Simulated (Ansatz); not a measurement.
Hypothetical Cc Ga2O3, pressure series

Base system: Ga2O3 (space group Cc, No. 9; a = 9.5489 Å, b = 5.8780 Å, c = 5.2475 Å, α = γ = 90.00°, β = 115.01°; a hypothetical phase, not in the database extracts checked).

Cell and atoms are relaxed at each pressure.

Computed with PBEsol (Ansatz, an electronic-structure program), no SOC.

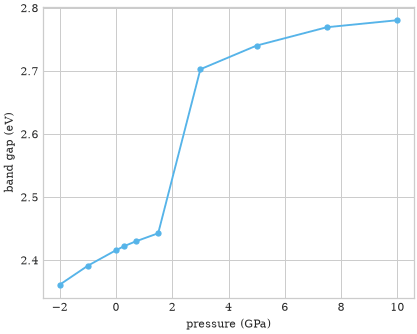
Band gap against pressure

Task: From the plot, what is the band gap for pressure 0.3 GPa?

Result: About 2.42 eV.

Task: Is the trend monotonic over the range shown?

Result: Yes, it rises throughout, spanning 2.36 eV to 2.78 eV.

Load acts through the strain it causes; cell and atoms are relaxed under it. Whether these cells are dynamically stable was not tested. No other phases were tried under pressure. Along this pressure series the structure jumps between pressure 1.5 GPa and pressure 3 GPa; cells beyond that are another form of it.
